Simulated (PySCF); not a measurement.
```xyz
16

P     2.5153   -0.2850    1.1445
Si    0.9333    0.1137   -0.3980
C    -0.3233    1.4772    0.1821
C    -1.5932    0.8339   -0.1466
C    -1.6450   -0.6027    0.2103
C    -0.3795   -1.2781   -0.3777
H     3.2918    0.8100    0.8084
H     3.2452   -1.1293    0.3274
H     1.4081    0.3829   -1.7668
H    -0.1911    1.5873    1.2623
H    -0.2054    2.4532   -0.2787
H    -2.2110    1.2178   -0.9391
H    -1.6063   -0.7136    1.2995
H    -2.5550   -1.0855   -0.1468
H    -0.0994   -2.1589    0.1999
H    -0.5921   -1.6141   -1.3922
```

Geometry: GFN2-xTB.

Theory: PySCF, UKS B3LYP, pcH-1 on C H P Si, non-relativistic, mean-field spin-orbit, GIAO.

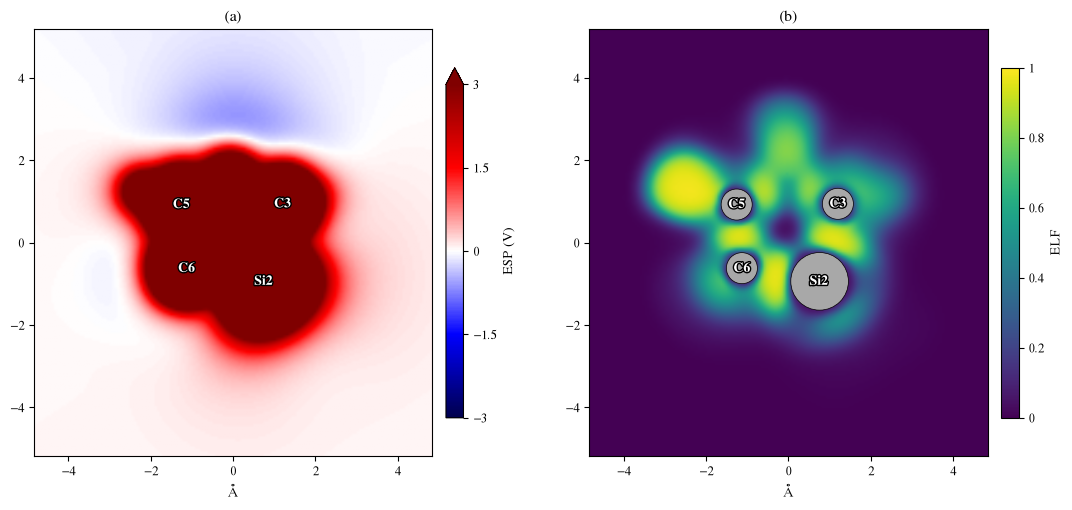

C4H10PSi (doublet). (a) molecular electrostatic potential; (b) ELF on the plane of atoms Si2, C6 and C5. Grey discs cover the atomic cores in the ELF map.

Question: Interpret the plot.

Answer:
- The plane passes through Si and C nuclei.
- C–Si (1.91 Å): the ELF peaks at about 0.95 between the atoms: a covalent bond.
- C–C (1.55 Å): the ELF peaks at about 0.95 between the atoms (a covalent bond).
- Outside the dense part of the molecule the potential is most negative (−0.6 V) near C4, which lies off the plane.
